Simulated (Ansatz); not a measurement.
**CH5AlOSi: geometry optimisation**

Aim: relax CH5AlOSi at this level.

Method: RKS r2SCAN-D4/def2-SVP; program: Ansatz 0.2.0.

1 further run of the same task is left out (set aside as unsound or not needed).

### Step 1. Where the work starts

9 atoms, charge 0, spin multiplicity 1.

Atoms are counted from 1 here; the program's logs count them from 0.

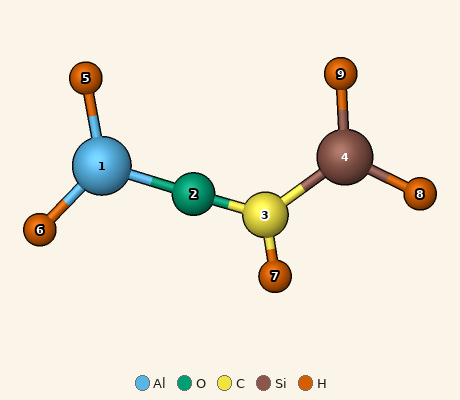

As it starts; aluminium blue, oxygen teal, carbon yellow, silicon brown, hydrogen orange; atoms are numbered from 1 in the order of the file.

Coordinates:

```
Al    0.05845    2.26583    0.31037
O    -0.21828    0.57904    0.37423
C    -0.42013   -0.74045    0.40564
Si    0.25762   -1.95742   -0.66428
H     1.02318    2.80716   -0.83451
H    -0.67491    3.15749    1.40611
H    -1.10456   -1.09165    1.20938
H    -0.11633   -3.38234   -0.42343
H     1.19497   -1.63766   -1.78353
```

### Step 2. Relaxation

input.yaml

```yaml
crystal:
  periodic: [false, false, false]
  atoms:
    - { symbol: Al, position_ang: [0.058454, 2.265831, 0.310371] }
    - { symbol: O, position_ang: [-0.218281, 0.579042, 0.374228] }
    - { symbol: C, position_ang: [-0.420135, -0.740447, 0.405637] }
    - { symbol: Si, position_ang: [0.257616, -1.957422, -0.664276] }
    - { symbol: H, position_ang: [1.023178, 2.807156, -0.834507] }
    - { symbol: H, position_ang: [-0.674912, 3.157489, 1.406111] }
    - { symbol: H, position_ang: [-1.104564, -1.091647, 1.209378] }
    - { symbol: H, position_ang: [-0.116327, -3.382343, -0.423426] }
    - { symbol: H, position_ang: [1.194969, -1.637658, -1.783526] }
basis:
  gaussian: { orbitals: def2-SVP }
hamiltonian:
  xc: r2scan
  dispersion: d4
output:
  forces: true
relax:
  f_tol: 0.003
  max_steps: 120
```

Launch:

```sh
ansatz run input.yaml --threads 1 --pin off --max-ram 2560MiB --backend cpu --events-out ev --progress --plain --runs-dir out
```

What it wrote:

```text
Warning: RAYON_NUM_THREADS=1 ignored (pool sized by the plan → 1); use --threads N
The last accepted step is kept in <dir> (removed where the run ends without a failure and the disk answers)
Engine: ansatz 0.2.0, x86_64-unknown-linux-gnu
Functional definition: r2SCAN
  parameter k0 = 0.174
  parameter k1 = 0.065
  parameter a1 = 4.9479
  exchange = r2scan_x(k0 = k0, k1 = k1, a1 = a1)
  correlation = r2scan_c
980 factors; their error is unknown
mean field evaluation 1: about -17619.5485 eV, gradient 6.1e1 eV
mean field evaluation 2: about -17509.2233 eV, gradient 2.0e2 eV
mean field evaluation 4: about -17627.7008 eV, gradient 2.2e1 eV
mean field evaluation 8: about -17628.7021 eV, gradient 6.2e-2 eV
mean field evaluation 16: about -17628.6408 eV, gradient 4.3e-6 eV
mean field -17628.64077283 eV, -647.8405992795 hartree, gradient 4.5e-6 eV, S^2 0.000000; 0 other end points of the search recorded, 0 dependent functions left out
the calculation of the forces begins
reference -17628.64078549 eV, -647.8405997449 hartree; 23, 23 occupied and 66, 66 virtual orbitals, 980 factors
relax step   1: F+E_penalty+E_count = -17628.68482386 eV  Δ(F+E_penalty+E_count) = +0.000e0 eV  max|allowed force component| = 2.484e-1 eV/Å  Δτ_max = 0.0000 Å  (28 SCF iters, accepted)
these checks for a lower state are left out or cut short: starts, cluster_reference, orbital_swaps, neighbouring_geometries, increment
980 factors; their error is unknown
mean field -17628.64912147 eV, -647.8409060866 hartree, gradient 1.5e-5 eV, S^2 0.000000; 0 other end points of the search recorded, 0 dependent functions left out
the calculation of the forces begins
reference -17628.64913413 eV, -647.8409065516 hartree; 23, 23 occupied and 66, 66 virtual orbitals, 980 factors
relax step   2: F+E_penalty+E_count = -17628.69325324 eV  Δ(F+E_penalty+E_count) = -8.429e-3 eV  max|allowed force component| = 1.974e-1 eV/Å  Δτ_max = 0.0153 Å  (31 SCF iters, accepted)
these checks for a lower state are left out or cut short: starts, cluster_reference, orbital_swaps, neighbouring_geometries, increment
980 factors; their error is unknown
mean field -17628.65039055 eV, -647.8409527243 hartree, gradient 1.5e-5 eV, S^2 0.000000; 0 other end points of the search recorded, 0 dependent functions left out
the calculation of the forces begins
reference -17628.65040320 eV, -647.8409531891 hartree; 23, 23 occupied and 66, 66 virtual orbitals, 980 factors
relax step   3: F+E_penalty+E_count = -17628.69458242 eV  Δ(F+E_penalty+E_count) = -1.329e-3 eV  max|allowed force component| = 4.768e-2 eV/Å  Δτ_max = 0.0066 Å  (31 SCF iters, accepted)
[... from here on, the SCF cycles and remarks between the steps are left out ...]
relax step   4: F+E_penalty+E_count = -17628.69456617 eV  Δ(F+E_penalty+E_count) = +1.625e-5 eV  max|allowed force component| = 2.233e-2 eV/Å  Δτ_max = 0.0037 Å  (24 SCF iters, rejected (line search))
relax step   5: F+E_penalty+E_count = -17628.69462559 eV  Δ(F+E_penalty+E_count) = -4.317e-5 eV  max|allowed force component| = 4.985e-3 eV/Å  Δτ_max = 0.0019 Å  (24 SCF iters, accepted)
relax step   6: F+E_penalty+E_count = -17628.69464315 eV  Δ(F+E_penalty+E_count) = -1.756e-5 eV  max|allowed force component| = 5.593e-3 eV/Å  Δτ_max = 0.0037 Å  (24 SCF iters, accepted)
relax step   7: F+E_penalty+E_count = -17628.69498004 eV  Δ(F+E_penalty+E_count) = -3.369e-4 eV  max|allowed force component| = 1.283e-1 eV/Å  Δτ_max = 0.0957 Å  (30 SCF iters, accepted)
relax step   8: F+E_penalty+E_count = -17628.69586612 eV  Δ(F+E_penalty+E_count) = -8.861e-4 eV  max|allowed force component| = 1.275e-1 eV/Å  Δτ_max = 0.0300 Å  (30 SCF iters, accepted)
relax step   9: F+E_penalty+E_count = -17628.69484788 eV  Δ(F+E_penalty+E_count) = +1.018e-3 eV  max|allowed force component| = 2.517e-1 eV/Å  Δτ_max = 0.1625 Å  (30 SCF iters, rejected (line search))
relax step  10: F+E_penalty+E_count = -17628.69740515 eV  Δ(F+E_penalty+E_count) = -1.539e-3 eV  max|allowed force component| = 2.219e-1 eV/Å  Δτ_max = 0.0812 Å  (30 SCF iters, accepted)
relax step  11: F+E_penalty+E_count = -17628.70464118 eV  Δ(F+E_penalty+E_count) = -7.236e-3 eV  max|allowed force component| = 1.471e-1 eV/Å  Δτ_max = 0.0965 Å  (29 SCF iters, accepted)
relax step  12: F+E_penalty+E_count = -17628.70694130 eV  Δ(F+E_penalty+E_count) = -2.300e-3 eV  max|allowed force component| = 2.105e-1 eV/Å  Δτ_max = 0.1457 Å  (30 SCF iters, accepted)
relax step  13: F+E_penalty+E_count = -17628.70750714 eV  Δ(F+E_penalty+E_count) = -5.658e-4 eV  max|allowed force component| = 2.195e-1 eV/Å  Δτ_max = 0.0810 Å  (29 SCF iters, accepted)
relax step  14: F+E_penalty+E_count = -17628.72164467 eV  Δ(F+E_penalty+E_count) = -1.414e-2 eV  max|allowed force component| = 1.035e-1 eV/Å  Δτ_max = 0.1025 Å  (30 SCF iters, accepted)
relax step  15: F+E_penalty+E_count = -17628.72335689 eV  Δ(F+E_penalty+E_count) = -1.712e-3 eV  max|allowed force component| = 8.591e-2 eV/Å  Δτ_max = 0.0729 Å  (28 SCF iters, accepted)
relax step  16: F+E_penalty+E_count = -17628.72713342 eV  Δ(F+E_penalty+E_count) = -3.777e-3 eV  max|allowed force component| = 1.374e-1 eV/Å  Δτ_max = 0.1262 Å  (29 SCF iters, accepted)
relax step  17: F+E_penalty+E_count = -17628.72714194 eV  Δ(F+E_penalty+E_count) = -8.521e-6 eV  max|allowed force component| = 3.012e-1 eV/Å  Δτ_max = 0.1958 Å  (29 SCF iters, accepted)
relax step  18: F+E_penalty+E_count = -17628.73080719 eV  Δ(F+E_penalty+E_count) = -3.665e-3 eV  max|allowed force component| = 1.725e-1 eV/Å  Δτ_max = 0.0443 Å  (29 SCF iters, accepted)
relax step  19: F+E_penalty+E_count = -17628.73558172 eV  Δ(F+E_penalty+E_count) = -4.775e-3 eV  max|allowed force component| = 3.089e-1 eV/Å  Δτ_max = 0.2000 Å  (28 SCF iters, accepted)
relax step  20: F+E_penalty+E_count = -17628.73973114 eV  Δ(F+E_penalty+E_count) = -4.149e-3 eV  max|allowed force component| = 1.256e-1 eV/Å  Δτ_max = 0.1027 Å  (28 SCF iters, accepted)
relax step  21: F+E_penalty+E_count = -17628.73621088 eV  Δ(F+E_penalty+E_count) = +3.520e-3 eV  max|allowed force component| = 2.217e-1 eV/Å  Δτ_max = 0.1005 Å  (28 SCF iters, rejected (line search))
relax step  22: F+E_penalty+E_count = -17628.74323073 eV  Δ(F+E_penalty+E_count) = -3.500e-3 eV  max|allowed force component| = 8.222e-2 eV/Å  Δτ_max = 0.0502 Å  (29 SCF iters, accepted)
relax step  23: F+E_penalty+E_count = -17628.74521388 eV  Δ(F+E_penalty+E_count) = -1.983e-3 eV  max|allowed force component| = 9.797e-2 eV/Å  Δτ_max = 0.0942 Å  (30 SCF iters, accepted)
relax step  24: F+E_penalty+E_count = -17628.74579871 eV  Δ(F+E_penalty+E_count) = -5.848e-4 eV  max|allowed force component| = 6.901e-2 eV/Å  Δτ_max = 0.0241 Å  (30 SCF iters, accepted)
relax step  25: F+E_penalty+E_count = -17628.74495586 eV  Δ(F+E_penalty+E_count) = +8.429e-4 eV  max|allowed force component| = 1.697e-1 eV/Å  Δτ_max = 0.0317 Å  (29 SCF iters, rejected (line search))
relax step  26: F+E_penalty+E_count = -17628.74622372 eV  Δ(F+E_penalty+E_count) = -4.250e-4 eV  max|allowed force component| = 2.856e-2 eV/Å  Δτ_max = 0.0153 Å  (30 SCF iters, accepted)
relax step  27: F+E_penalty+E_count = -17628.74644862 eV  Δ(F+E_penalty+E_count) = -2.249e-4 eV  max|allowed force component| = 7.788e-3 eV/Å  Δτ_max = 0.0200 Å  (30 SCF iters, accepted)
relax step  28: F+E_penalty+E_count = -17628.74654525 eV  Δ(F+E_penalty+E_count) = -9.662e-5 eV  max|allowed force component| = 1.481e-2 eV/Å  Δτ_max = 0.0319 Å  (30 SCF iters, accepted)
relax step  29: F+E_penalty+E_count = -17628.74656060 eV  Δ(F+E_penalty+E_count) = -1.535e-5 eV  max|allowed force component| = 1.622e-2 eV/Å  Δτ_max = 0.0052 Å  (24 SCF iters, accepted)
relax step  30: F+E_penalty+E_count = -17628.74657031 eV  Δ(F+E_penalty+E_count) = -9.712e-6 eV  max|allowed force component| = 1.053e-2 eV/Å  Δτ_max = 0.0008 Å  (21 SCF iters, accepted)
relax step  31: F+E_penalty+E_count = -17628.74657527 eV  Δ(F+E_penalty+E_count) = -4.960e-6 eV  max|allowed force component| = 3.430e-3 eV/Å  Δτ_max = 0.0014 Å  (22 SCF iters, accepted)
relax step  32: F+E_penalty+E_count = -17628.74657528 eV  Δ(F+E_penalty+E_count) = -1.170e-8 eV  max|allowed force component| = 4.899e-3 eV/Å  Δτ_max = 0.0038 Å  (24 SCF iters, accepted)
relax step  33: F+E_penalty+E_count = -17628.74658038 eV  Δ(F+E_penalty+E_count) = -5.098e-6 eV  max|allowed force component| = 3.024e-3 eV/Å  Δτ_max = 0.0012 Å  (22 SCF iters, accepted)
these checks for a lower state are left out or cut short: starts, cluster_reference, orbital_swaps, neighbouring_geometries, increment
980 factors; their error is unknown
mean field -17628.70053435 eV, -647.8427954751 hartree, gradient 1.2e-5 eV, S^2 0.000000; 0 other end points of the search recorded, 0 dependent functions left out
the calculation of the forces begins
reference -17628.70054685 eV, -647.8427959342 hartree; 23, 23 occupied and 66, 66 virtual orbitals, 980 factors
relax step  34: F+E_penalty+E_count = -17628.74658425 eV  Δ(F+E_penalty+E_count) = -3.869e-6 eV  max|allowed force component| = 1.252e-3 eV/Å  Δτ_max = 0.0018 Å  (23 SCF iters, accepted)
980 factors; their error is unknown
mean field evaluation 256: about -17628.7005 eV, gradient 7.7e-6 eV
mean field -17628.70053435 eV, -647.8427954751 hartree, gradient 1.2e-5 eV, S^2 0.000000; 1 other end points of the search recorded, 0 dependent functions left out
the calculation of the forces begins
reference -17628.70054685 eV, -647.8427959342 hartree; 23, 23 occupied and 66, 66 virtual orbitals, 980 factors
Total energy: -17628.74659674 eV, -647.8444882366 hartree
Atom 0 at     0.018366     2.061972     0.238638 Å, force     0.000234     0.000401    -0.000498 eV/Å
Atom 1 at    -0.421264     0.526932     0.876841 Å, force    -0.000502    -0.001252     0.000725 eV/Å
Atom 2 at    -0.586845    -0.751129     0.497158 Å, force    -0.000248     0.000733     0.000394 eV/Å
Atom 3 at     0.361994    -1.686152    -0.637081 Å, force     0.000057     0.000424    -0.000119 eV/Å
Atom 4 at     0.139898     2.205020    -1.332217 Å, force     0.000009    -0.000239     0.000156 eV/Å
Atom 5 at     0.241916     3.184581     1.321342 Å, force    -0.000057    -0.000306    -0.000251 eV/Å
Atom 6 at    -1.482832    -1.223355     0.936110 Å, force     0.000618     0.000208    -0.000452 eV/Å
Atom 7 at     0.060545    -3.131751    -0.760965 Å, force    -0.000093     0.000119     0.000049 eV/Å
Atom 8 at     1.668222    -1.186116    -1.139835 Å, force    -0.000018    -0.000087    -0.000004 eV/Å
Dipole moment:    -0.001376     0.109987    -0.057540 e Å
```

Wall time 2.5 min (1 thread of AMD EPYC 7R43 (Zen 3), shared host); peak memory 0.18 GiB.

Relaxation path: (not every step is listed) (the energy doesn't fall at every step)

| step | energy from step 1 (eV) | largest force component (eV/Å) |
| --- | --- | --- |
| 1 | 0.0000 | 0.2484 |
| 2 | -0.0084 | 0.1974 |
| 3 | -0.0098 | 0.0477 |
| 4 | -0.0097 | 0.0223 |
| 5 | -0.0098 | 0.0050 |
| 6 | -0.0098 | 0.0056 |
| 7 | -0.0102 | 0.1283 |
| 8 | -0.0110 | 0.1275 |
| 9 | -0.0100 | 0.2517 |
| 11 | -0.0198 | 0.1471 |
| 13 | -0.0227 | 0.2195 |
| 15 | -0.0385 | 0.0859 |
| 17 | -0.0423 | 0.3012 |
| 19 | -0.0508 | 0.3089 |
| 21 | -0.0514 | 0.2217 |
| 23 | -0.0604 | 0.0980 |
| 25 | -0.0601 | 0.1697 |
| 27 | -0.0616 | 0.0078 |
| 29 | -0.0617 | 0.0162 |
| 30 | -0.0617 | 0.0105 |
| 31 | -0.0618 | 0.0034 |
| 32 | -0.0618 | 0.0049 |
| 33 | -0.0618 | 0.0030 |
| 34 | -0.0618 | 0.0013 |

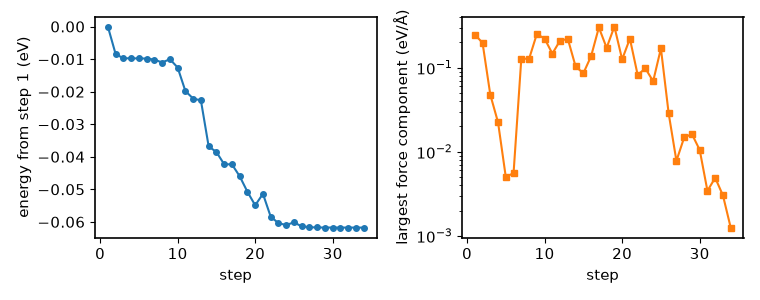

Energy and largest force along the relaxation.

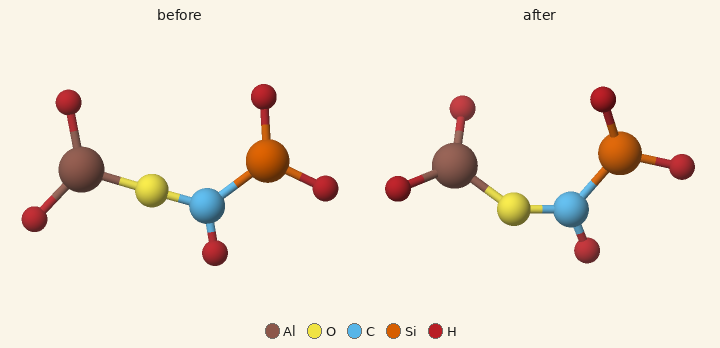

Before and after, at one scale.

Distances of close pairs at the start and the end, largest changes first:

| bond | before (Å) | after (Å) | change (Å) |
| --- | --- | --- | --- |
| Al1–H6 | 1.592 | 1.576 | -0.016 |
| Si4–H8 | 1.493 | 1.482 | -0.011 |
| Al1–H5 | 1.592 | 1.582 | -0.010 |
| Al1–O2 | 1.711 | 1.720 | +0.009 |
| C3–H7 | 1.113 | 1.104 | -0.009 |
| O2–C3 | 1.335 | 1.344 | +0.008 |
| Si4–H9 | 1.495 | 1.486 | -0.008 |
| C3–Si4 | 1.756 | 1.750 | -0.007 |

### Step 3. Summary of results

| quantity | value |
| --- | --- |
| energy gained | 0.0618 eV |
| root mean square move | 0.664 Å |
| dipole moment | 0.60 D |

In words: Bond lengths: Al1–O2 1.720 Å, Al1–H5 1.582 Å, Al1–H6 1.576 Å, O2–C3 1.344 Å, C3–Si4 1.750 Å, C3–H7 1.104 Å, Si4–H8 1.482 Å, Si4–H9 1.486 Å. Angles: O2–Al1–H5 118.0°, O2–Al1–H6 114.7°, H5–Al1–H6 127.4°, Al1–O2–C3 140.9°, O2–C3–Si4 128.7°, O2–C3–H7 113.2°, Si4–C3–H7 118.0°, C3–Si4–H8 117.7°, C3–Si4–H9 121.1°, H8–Si4–H9 118.6°. No frequencies were computed here.
